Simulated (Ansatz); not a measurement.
## Electronic structure of FGaH2···H2O···HF in real space

Input file:

```
crystal:
  periodic: [false, false, false]
  atoms:
    - { symbol: Ga, position_ang: [-0.6449, -1.1511, 0.3241] }
    - { symbol: O, position_ang: [1.2994, -0.3073, -0.2416] }
    - { symbol: H, position_ang: [-1.2006, -2.0373, -0.7948] }
    - { symbol: H, position_ang: [-0.5381, -1.2822, 1.8407] }
    - { symbol: H, position_ang: [-0.6623, 1.5569, 0.0333] }
    - { symbol: F, position_ang: [-1.5525, 0.7554, 0.0784] }
    - { symbol: H, position_ang: [1.0463, 0.9344, -0.1428] }
    - { symbol: F, position_ang: [0.4553, 1.9781, -0.0511] }
    - { symbol: H, position_ang: [1.7974, -0.4467, -1.0463] }
basis:
  gaussian: { orbitals: def2-SVP }
hamiltonian:
  xc: pbe
  dispersion: d4
relax:
  f_tol: 0.15
  max_steps: 25
  restrain:
    - { distance: [0, 5], at: 1.79, k: 30.0 }
    - { distance: [4, 7], at: 0.88, k: 30.0 }
    - { distance: [6, 1], at: 0.97, k: 30.0 }
    - { distance: [0, 1], at: 3.18, k: 30.0 }
    - { distance: [4, 5], at: 2.18, k: 30.0 }
    - { distance: [6, 7], at: 2.18, k: 30.0 }
output:
  orbitals: {}
```

Command:

```sh
ansatz run input.yaml --threads 2 --pin off --max-ram 3072MiB --backend cpu --events-out ev --progress --plain --runs-dir out
```

The fields are those of the run's last geometry, not of the input's.

Not at a stationary point (largest force 1.5 eV/Å).

Computed with Ansatz 0.2.0, RKS PBE-D4/def2-SVP.

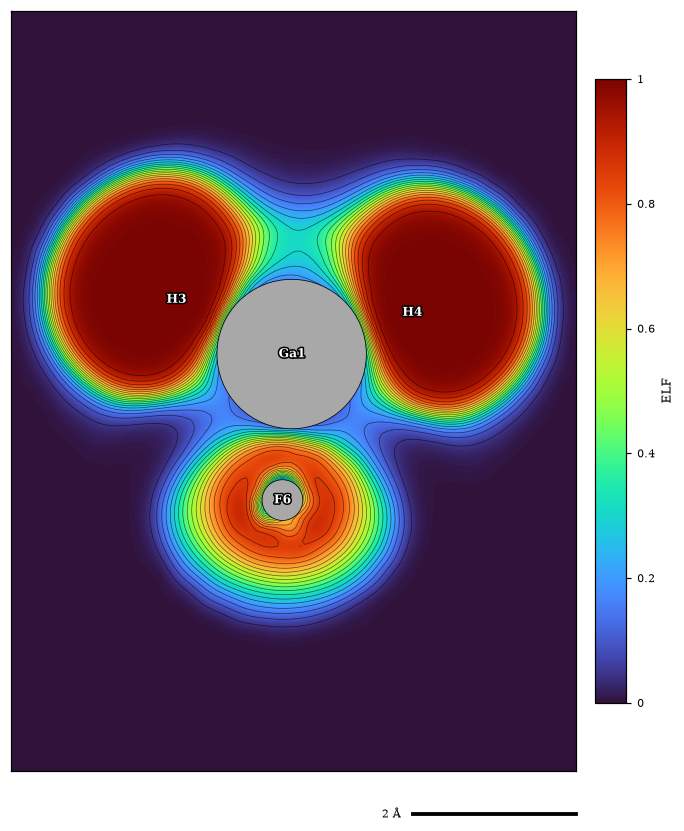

Figure 1. ELF on the plane of atoms H3, Ga1 and F6. Grey discs cover the atomic cores.

**What do the fields say about this system?**

The plane passes through Ga, H and F nuclei.
Ga–F (1.80 Å): the ELF peaks at about 0.80 in the valence shell of F, 0.5 Å from its nucleus, and is about 0.15 at the midpoint.
Ga–H (1.57 Å): the ELF climbs to about 1 towards the hydrogen.
The ELF also peaks beside F6, away from the bonds: lone-pair regions.

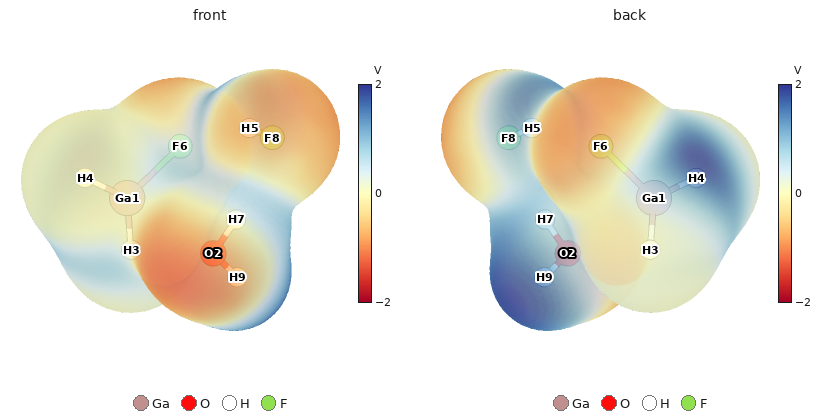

Figure 2. The molecular electrostatic potential painted on the density surface at 0.001 e/bohr³, seen from the front and from behind; red is negative and blue positive.

**Which sites attract a positive test charge, and which a negative one?**

A positive charge is drawn to the negative regions and a negative charge to the positive ones. The most negative region (about −1.2 V) lies over O2, the most positive (about +1.9 V) over Ga1 and H9. O2 is the likeliest acceptor of a hydrogen bond.

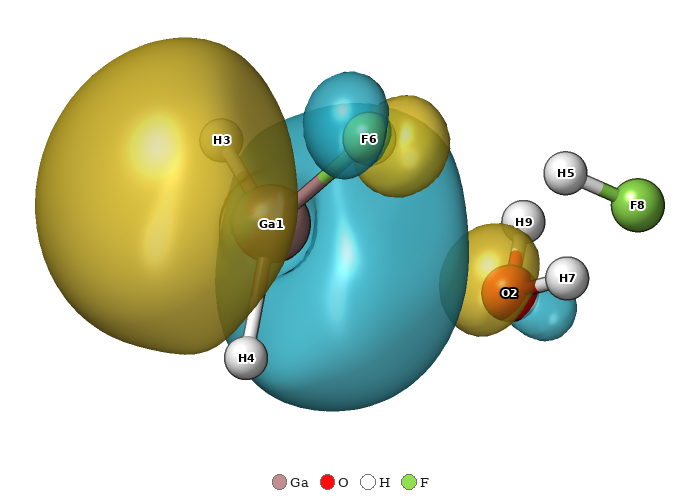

Figure 3. One frontier orbital at ±0.08 Å⁻³ᐟ² (yellow and cyan are the two phases), seen from one side.

**Which orbital is it: HOMO or LUMO?**

The LUMO, at −1.96 eV. It lies mainly on Ga1 (about 75 %) and F6 (about 5 %).
